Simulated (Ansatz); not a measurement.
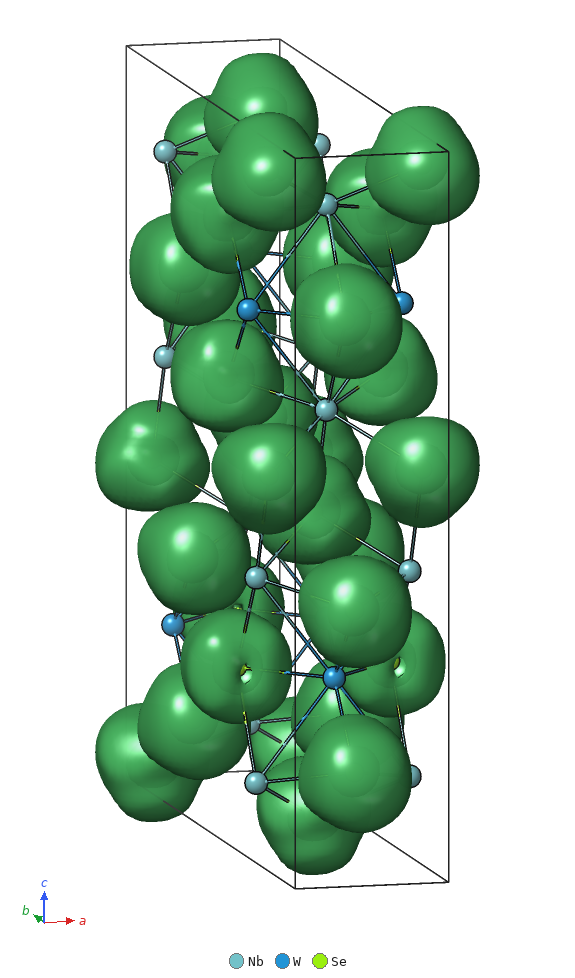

The picture shows: Nb2WSe5. Isosurface of the ELF at 0.65 (green), seen slightly off an axis. Core shells and regions of very low density are left out. Sticks mark near contacts.

Space group Cmcm; a generated structure, not necessarily the stable one.

All numbers below come from DFT PBE, scalar-relativistic, plane waves, PAW in Ansatz.

```xyz
32
Lattice="3.4336 0.0000 0.0000 0.0000 14.9127 0.0000 0.0000 0.0000 16.0838" Properties=species:S:1:pos:R:3 pbc="T T T"
Nb    0.0000   11.4761    9.8040
Nb    1.7168    4.0197    9.8040
Nb    0.0000   11.4761   14.3217
Nb    1.7168    4.0197   14.3217
Nb    0.0000    3.4366    1.7621
Nb    1.7168   10.8930    1.7621
Nb    0.0000    3.4366    6.2798
Nb    1.7168   10.8930    6.2798
W     0.0000    4.1298   12.0629
W     1.7168   11.5862   12.0629
W     0.0000   10.7830    4.0210
W     1.7168    3.3266    4.0210
Se    0.0000    5.9210   10.2751
Se    1.7168   13.3773   10.2751
Se    0.0000    5.9210   13.8506
Se    1.7168   13.3773   13.8506
Se    0.0000    9.7678   12.0629
Se    1.7168    2.3115   12.0629
Se    0.0000    2.3073   15.4142
Se    1.7168    9.7637   15.4142
Se    0.0000    2.3073    8.7115
Se    1.7168    9.7637    8.7115
Se    0.0000    8.9918    2.2332
Se    1.7168    1.5354    2.2332
Se    0.0000    8.9918    5.8087
Se    1.7168    1.5354    5.8087
Se    0.0000    5.1449    4.0210
Se    1.7168   12.6013    4.0210
Se    0.0000   12.6054    0.6696
Se    1.7168    5.1491    0.6696
Se    0.0000   12.6054    7.3723
Se    1.7168    5.1491    7.3723
```

What do the ELF domains correspond to?

The ELF exceeds this value in 20 regions wrapped around Se (the valence shell of each), counted in one cell of 32 atoms. Any copies at cell faces, edges or corners count once.

Values along the shortest contacts:
W–Se (2.50 Å): the ELF is about 0.50 at the midpoint. Nb–Se (2.60 Å): the ELF is about 0.40 at the midpoint.
